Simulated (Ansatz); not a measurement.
**Response to strain in hypothetical diamond Li**

Base system: Li in the diamond structure (space group Fd-3m, No. 227; a = 5.895 Å; a hypothetical phase, not in the database extracts checked; relaxed with 0.1 eV smearing).

Strains are applied to the cell and any free atomic positions relax.

Level of theory: PBEsol/PAW in Ansatz (an electronic-structure program), no spin-orbit coupling.

Notes on the quantities. energy relative to the base: free energy F.

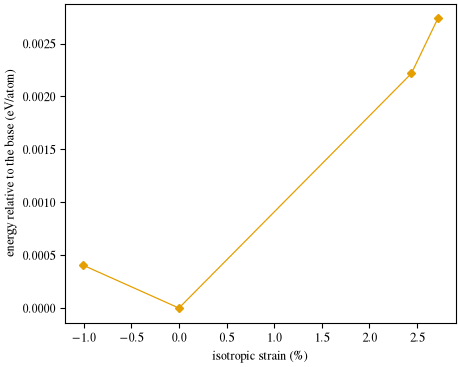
*Energy relative to the base against isotropic strain*

Problem. From the plot, what is the energy relative to the base for isotropic strain +2.72 %?

Solution. About 0.0027 eV/atom.

Problem. Is the trend monotonic over the range shown?

Solution. No, it turns within the range, spanning 0 meV/atom to +2.7 meV/atom.

No phonon test of stability was made.
